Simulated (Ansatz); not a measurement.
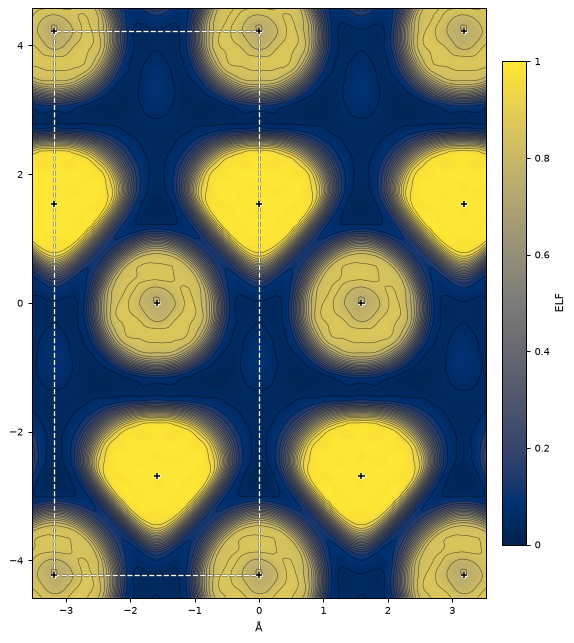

The ELF on a plane through atoms (crosses mark nuclei in the plane).

Theory: Ansatz 0.2.0, DFT PBE, scalar-relativistic, plane waves, PAW.

Candidates:
A. Be₅Ir, a = 4.19 Å, b = 4.19 Å, c = 3.56 Å, α = 90.00°, β = 90.00°, γ = 120.00°. Space group P-62m; a structure generated by program, which may or may not match a known phase; computed without spin polarisation.
B. CaH₅, a = 3.18 Å, b = 6.73 Å, c = 5.12 Å, α = 90.00°, β = 90.00°, γ = 90.00°. Space group Imm2; a structure generated by program, which may or may not match a known phase; computed without spin polarisation.
C. LiOs₂, a = 3.47 Å, b = 3.47 Å, c = 4.68 Å, α = 90.00°, β = 90.00°, γ = 90.00°. Space group P4/mmm; a structure generated by program, which may or may not match a known phase; computed without spin polarisation.

**Which system is this?**

Candidate B: CaH₅ on the (011) plane of the conventional cell, which holds Ca and H. Ca–H (2.21 Å): the ELF climbs to about 1 towards the hydrogen.
